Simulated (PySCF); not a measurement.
# CsBi (triplet): what the fields show

```json
{"atom": "Cs", "x (Å)": "0.0000", "y (Å)": "0.0000", "z (Å)": "-2.2898"}
{"atom": "Bi", "x (Å)": "0.0000", "y (Å)": "0.0000", "z (Å)": "1.4562"}
```

Core potentials replace the inner electrons of Cs and Bi.

Theory: PySCF, PBE0/def2-SVP, non-relativistic Hamiltonian with scalar-relativistic core potentials where named, at a bond length of 3.746 Å.

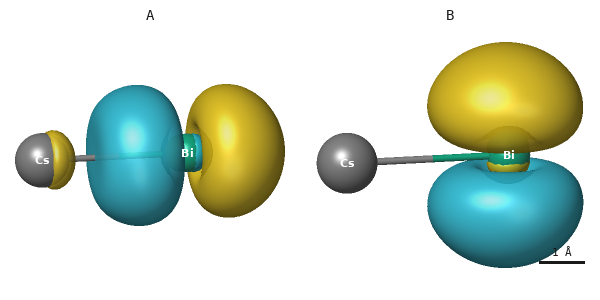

Figure 1. Two frontier α-spin orbitals, each drawn at the value that holds 80 % of its norm (yellow and cyan are the two phases), in no order; of a degenerate pair one member is drawn.

### Name the orbitals and rank them from lowest to highest energy.

Orbital B: π, occupied in this spin, −4.41 eV; mainly on Bi (95 %).
Orbital A: σ, occupied in this spin, −3.97 eV; mainly on Bi (85 %).

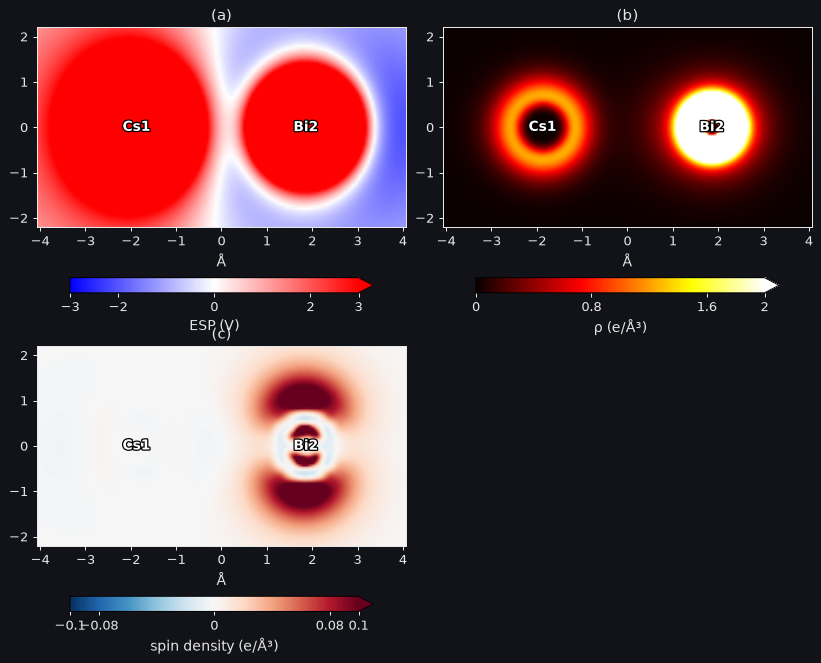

Figure 2. (a) electrostatic potential; (b) electron density; (c) spin density (α minus β) on a plane that holds the molecular axis.

### Read the bonding off the picture.

- The plane passes through Cs and Bi nuclei.
- Cs–Bi (3.75 Å): ρ is about 0.11 e/Å³ halfway.
- The unpaired spin (2 electrons) lies mostly on Bi2 (about 2.0), in electrons by Hirshfeld's partition.
- Outside the dense part of the molecule the potential is most negative (−2.0 V) near Cs1.

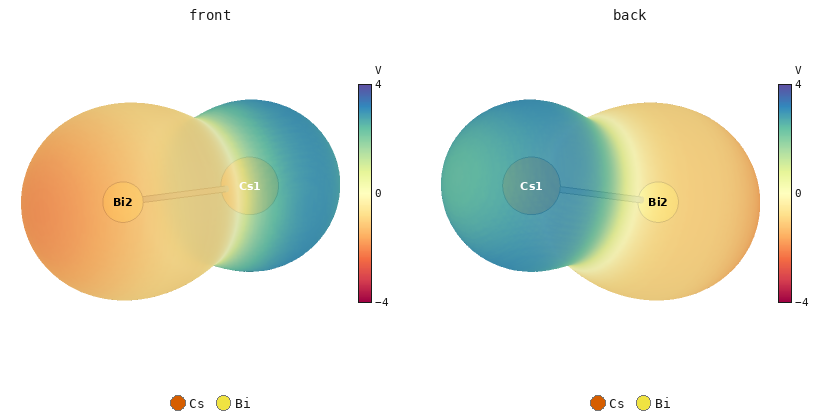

Figure 3. The molecular electrostatic potential painted on the density surface at 0.002 e/bohr³, seen from the front and from behind; the colour scale runs from red (negative) to blue (positive).

### Describe the electrostatic potential map.

The most negative region (about −1.9 V, or −44 kcal/mol for a unit charge) lies over Bi2, the most positive (about +3.0 V, or +69 kcal/mol for a unit charge) over Cs1.
